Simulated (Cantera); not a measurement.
Input: 1 mol SiC, 2 mol H2O, 10 mol H2, at 1.40 bar.

Cantera equilibrium calculation (NASA polynomials, part measured and part estimated; ideal gas, pure solids and liquids). Candidate condensed phases: C, C6H6, C7H8, C8H18, H2O, Si, SiC, SiO2; 123 gas species. Mutual solubility and eutectic melting of coexisting phases are not modelled. The tables hold silica as quartz up to 1696 K and as liquid above; real silica turns to tridymite and cristobalite and melts near 1996 K. Equilibrium is a limit: real reactors are often held back by kinetics, nucleation or transport.

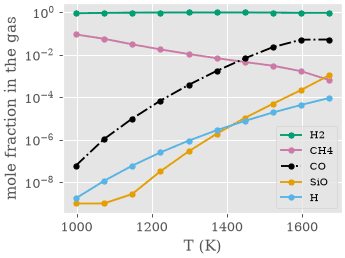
Figure: Equilibrium gas composition (values under 1e-9 drawn at 1e-9)

**Question.** Read off the mole fractions at 1523 K.

**Answer.** H2 about 0.97, CO about 0.023, CH4 about 0.0031, SiO about 5.0e-5, H about 1.9e-5.
